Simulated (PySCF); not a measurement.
H$_{7}$NPSi$_{2}$, charge −1, SMILES `[SiH3]N([SiH3])[PH-]`.

Computed with PySCF, CAM-B3LYP/def2-SVPD, geometry: GFN2-xTB. No frequency check shows the geometry to be a minimum. GFN2-xTB bond lengths at metals and heavier atoms can be off by up to 0.1 Å and shapes distorted, which carries into these values.

Geometry (Å), atoms numbered from 1:

```
Si1      1.8210    0.1385   -0.0299
N2       0.1627    0.0390    0.3248
Si3     -1.1569    1.0923   -0.0358
P4      -0.7920   -1.3974   -0.1321
H5       2.2902    1.4250    0.5143
H6       2.5147   -0.9691    0.6403
H7       2.2239    0.1036   -1.4546
H8      -0.6081    2.4809    0.1959
H9      -1.6231    1.1429   -1.4305
H10     -2.2100    0.9472    0.9747
H11     -1.1446   -1.6739    1.1882
```

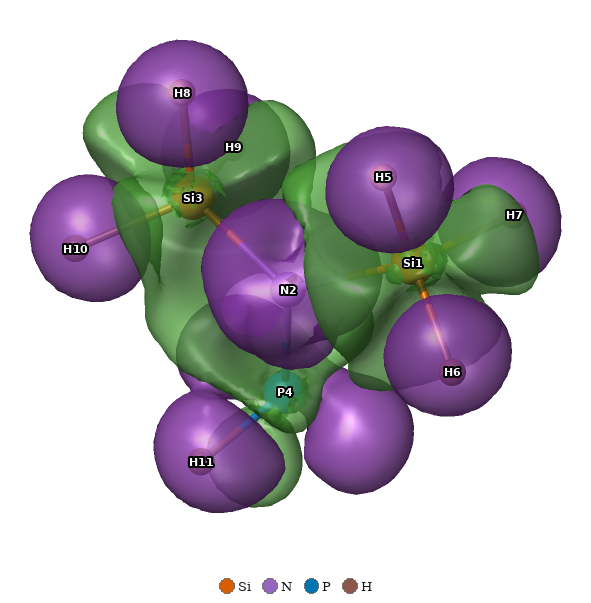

Deformation density (molecule less spherical, spin-averaged free atoms at the same positions), surfaces at ±0.04 e/Å³; purple: gain, green: loss.

Describe the bonding that the map shows.

Answer. The five largest and four smallest: Si1–H6: +0.17 e/Å³ at the bond critical point (bond length 1.47 Å). Si3–H10: +0.17 e/Å³ at the bond critical point (bond length 1.47 Å). Si3–H9: +0.17 e/Å³ at the bond critical point (bond length 1.47 Å). Si1–H7: +0.17 e/Å³ at the bond critical point (bond length 1.48 Å). Si1–H5: +0.16 e/Å³ at the bond critical point (bond length 1.47 Å). Si3–H8: +0.14 e/Å³ at the bond critical point (bond length 1.51 Å). Si1–N2: +0.10 e/Å³ at the bond critical point (bond length 1.70 Å); up to 0.6 Å beside the axis the gain reaches +0.37 e/Å³. N2–Si3: +0.07 e/Å³ at the bond critical point (bond length 1.73 Å); up to 0.6 Å beside the axis the gain reaches +0.36 e/Å³. N2–P4: −0.05 e/Å³ at the bond critical point (bond length 1.78 Å); up to 0.6 Å beside the axis the gain reaches +0.21 e/Å³. In all, 3.1 electrons gather in the regions of gain relative to the promolecule of neutral atoms (this includes the anion's extra charge). A small or negative value marks a very polar bond, one between electron-rich atoms, whose free-atom densities already overlap strongly, a long bond to a heavier atom, or a closed-shell contact such as a hydrogen bond.

Where do the Hirshfeld charges lie?

Answer. The highest Hirshfeld charge is on Si1 (+0.28 e), the lowest on N2 (−0.32 e).

```csv
atom,charge (e)
Si1,+0.28
N2,−0.32
Si3,+0.22
P4,−0.29
H5,−0.12
H6,−0.12
H7,−0.12
H8,−0.17
H9,−0.13
H10,−0.12
H11,−0.11
```
